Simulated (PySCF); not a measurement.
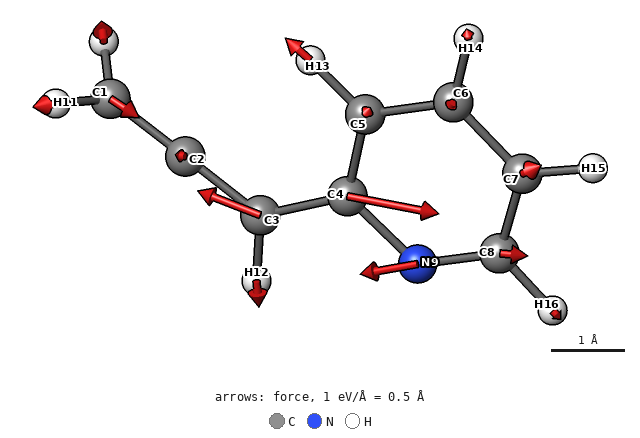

Starting geometry of C8H7N with the computed forces as red arrows. The picture is a ball-and-stick view, seen from a free direction.

The start comes from GFN2-xTB. Its atoms were then displaced at random by about 0.01 Å.

Computed with PySCF 2.14.0, density-fitted response routines, PBE0-D3(BJ)/def2-SVP geometry optimisation, gas phase. 

Is this structure relaxed? If not, where do the atoms go?

Answer. It isn't relaxed: the largest force vector, on a C atom, is 2.72 eV/Å. The final displacements follow the starting forces only in part (cosine between the two patterns 0.56). The atom that moves furthest after the best rigid fit is an H atom (0.058 Å). By element the largest moves are H 0.058 Å, C 0.040 Å, N 0.024 Å. Near-neighbour distances that change, for instance: C–C 1.414 → 1.471 Å, C–N 1.300 → 1.329 Å, C–H 1.068 → 1.092 Å, C–N 1.355 → 1.338 Å. Among the angles between lasting bonds that change: C–C–H 117.4° → 114.5°, C–C–N 119.3° → 122.2°, C–C–C 125.0° → 122.2°. Over 6 geometry steps the energy falls by 0.166 eV. The run took 51 s on 1 thread of Intel(R) Xeon(R) 6975P-C, with other jobs on the host.
